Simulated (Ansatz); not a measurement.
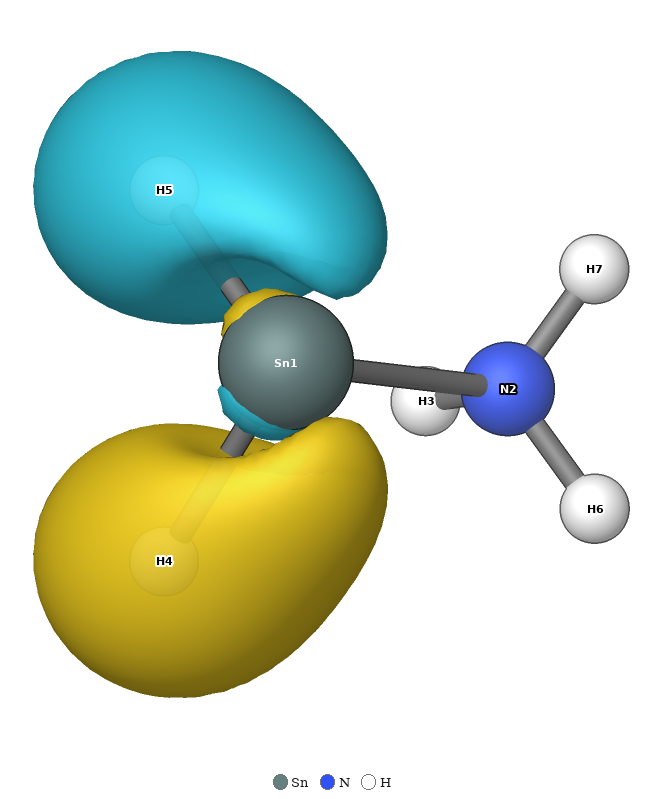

The picture shows: H5NSn. The HOMO−1 at ±0.15 Å⁻³ᐟ² (yellow and cyan are the two phases), seen at a tilt.

The product side of a reaction path; geometry: PBE0-D4/def2-TZVP; core potentials replace the inner electrons of Sn.

Computed with Ansatz, RKS PBE0-D4/def2-TZVPP.

```xyz
7

Sn   -0.3485   -0.1873    1.5643
N     0.3468   -0.4143   -0.7151
H     0.1401    0.4622   -1.1781
H    -1.8206    0.5109    0.8475
H     0.4926    1.3782    1.4662
H    -0.1510   -1.1563   -1.1921
H     1.3406   -0.5934   -0.7928
```

### What is the character of this orbital?

It lies mainly on Sn1 (about 45 %), H4 (about 25 %) and H5 (about 25 %). Its energy is −7.39 eV.
